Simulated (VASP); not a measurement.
Band structure of WC (wc). Calculation: LDA (Ceperley-Alder, Perdew-Zunger), VASP's LDA PAW potentials (set 64) (plane waves; VASP).

Unless said otherwise, spin-orbit coupling is left out, though it shifts the bands of the heavy elements here.

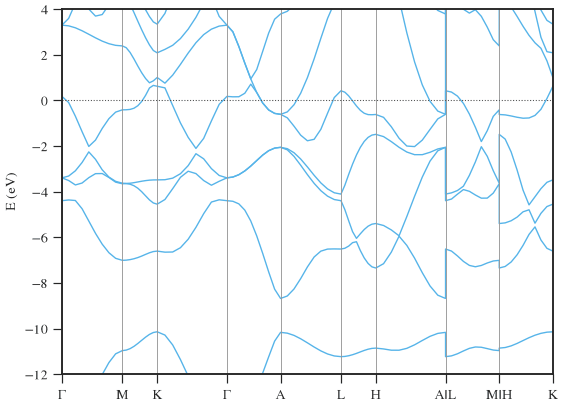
Fig. 1. Bands along high-symmetry lines, zero at the valence-band maximum or, without a gap, the Fermi level

Read the plot: is there a gap, and where are the band edges?

It has no gap at this level: it comes out as a metal or semimetal. (Edges off the drawn lines would not show.)

The compound is WC in the wc structure. It was relaxed first.
